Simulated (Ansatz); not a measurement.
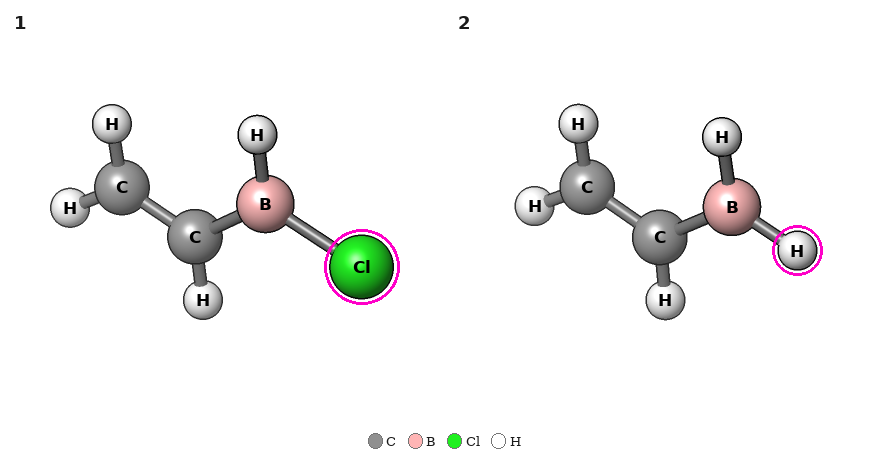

2 molecules with one skeleton, seen from the same side and at one scale; the atom that differs is circled. Charge 0, singlet. Computed geometries: PBE0-D4/def2-TZVP optimisations, one conformation each. Properties computed with Ansatz 0.2.0.

One atom differs, called X below: Cl in panel 1, H in panel 2. Their formulas are C2H4BCl (`C=CBCl`), C2H5B (`BC=C`).

In which is the dipole moment larger (r2SCAN-D4/def2-TZVPP)?

Answer. In panel 1 (X = Cl).

In which is the HOMO energy (Kohn–Sham orbital) higher (r2SCAN-D4/def2-TZVPP)?

Answer. In panel 1 (X = Cl).

Give the values. With PBE0-D4/def2-TZVP: length of X–B (Å), angle X–B–H (°). With r2SCAN-D4/def2-TZVPP: dipole moment (D), HOMO energy (Kohn–Sham orbital) (eV), HOMO–LUMO gap (eV).

```csv
quantity,1 (Cl),2 (H),2 − 1
length of X–B (Å),1.750,1.197,−0.553
angle X–B–H (°),117.1,119.3,+2.2
dipole moment (D),1.94,1.38,−0.56
HOMO energy (Kohn–Sham orbital) (eV),−7.38,−7.65,−0.27
HOMO–LUMO gap (eV),4.57,4.83,+0.26
```
